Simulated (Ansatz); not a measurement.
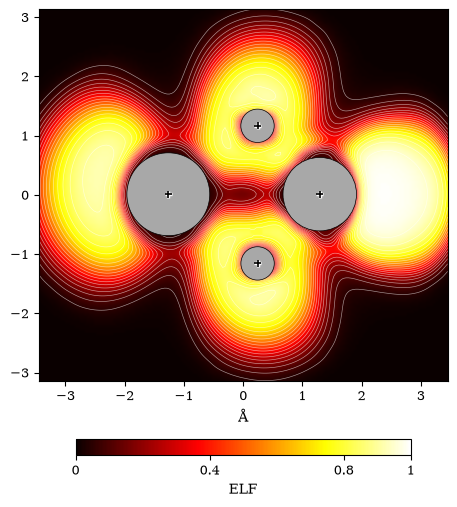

The electron localisation function on a plane through atoms (crosses mark nuclei in the plane; grey discs cover the cores).

The calculation used Ansatz, isolated molecule in a Gaussian basis; Kohn-Sham density functional theory, functional PBE0.

Candidates:
A. HO2PSi
B. B2HNP (charge +1, triplet)
C. CH4AlF

Which candidate gave the map?

Candidate A: HO2PSi on the plane of atoms P3, O1 and Si4, which holds O, P and Si. P–O (1.57 Å): the ELF peaks at about 0.85 between the atoms (a short, strongly polar bond). Si–O (1.91 Å): the ELF peaks at about 0.85 between the atoms (a shared but strongly polarised pair).
